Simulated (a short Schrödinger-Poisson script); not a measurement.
System: gated Al0.33Ga0.67As/GaAs δ-doped gas, at 300 K.

| layer | material | thickness (nm) | Na (cm⁻³) |
|---|---|---|---|
| 1 | Al0.33Ga0.67As | 30 | - |
| 2 | Al0.33Ga0.67As | 5 | - |
| 3 | GaAs | 6000 | 3e14 |

Constants are typed, rounded textbook-type inputs, not results; the design itself was drawn at random and stands for no fabricated device. Al0.33Ga0.67As: permittivity 11.96, conduction-band edge (eV) 0.261, gap (eV) 1.836, electron mass (mₑ) 0.0944, Nv at 300 K (cm⁻³) 9e18. GaAs: permittivity 12.9, conduction-band edge (eV) 0, gap (eV) 1.424, Nv at 300 K (cm⁻³) 9e18.

Channel valleys (confinement mass, in-plane density-of-states mass, number): Γ 0.067, 0.067, 1. At the gate the conduction-band edge of layer 1 lies 1.01 eV − eVg above the Fermi level of the channel; the field vanishes at the back. Sheet of ionised δ-doping: +2e12 e/cm² at 30 nm from the gate. The barrier under the gate holds no holes. Gaps are held at their typed values at every temperature. Mesh 0.08 nm at interfaces.

Solved with a short Schrödinger-Poisson script written for these runs: 1D Poisson equation in equilibrium, electrons quantum, Hartree (BenDaniel-Duke, 40 states a valley, the channel's in-plane mass for all, wave functions free to enter the barrier), parabolic valleys, classical holes, full ionisation, no traps, pinning or gate leakage.

Only gate voltages with over 1e8 electrons/cm² are shown.

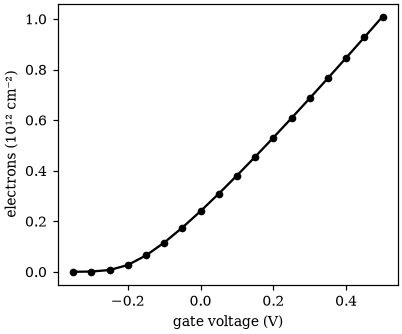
*Sheet density against gate voltage*

```
Vg (V)  electrons (cm⁻²)  in the channel layer  C (μF/cm²)  Γ E0 (meV)  Γ E1 (meV)
------  ----------------  --------------------  ----------  ----------  ----------
0.5              1.01e12               9.76e11       0.264       -11.4        34.8
0.45             9.28e11               9.00e11       0.261        -7.6        36.9
0.4              8.46e11               8.24e11       0.259        -3.7        39.2
0.35             7.66e11               7.48e11       0.256         0.5        41.6
0.3              6.87e11               6.72e11       0.253         5.0        44.3
0.25             6.08e11               5.97e11       0.250         9.8        47.2
0.2              5.31e11               5.22e11       0.246        15.1        50.4
0.15             4.55e11               4.48e11       0.241        20.9        54.2
0.1              3.81e11               3.76e11       0.234        27.4        58.5
0.05             3.09e11               3.06e11       0.226        34.8        63.6
0                2.40e11               2.38e11       0.216        43.5        69.8
-0.05            1.75e11               1.74e11       0.201        54.1        77.8
-0.1             1.16e11               1.15e11       0.180        67.5        88.4
-0.15            6.47e10               6.44e10       0.147        85.4       103.6
-0.2             2.70e10               2.69e10      0.0966       110.9       126.6
-0.25             7.14e9                7.12e9      0.0402       147.2       161.3
-0.3              1.29e9                1.29e9      0.0126       192.3       205.8
-0.35             2.05e8                2.05e8     0.00661       240.5       253.7
```

Subbands count from the Fermi level.
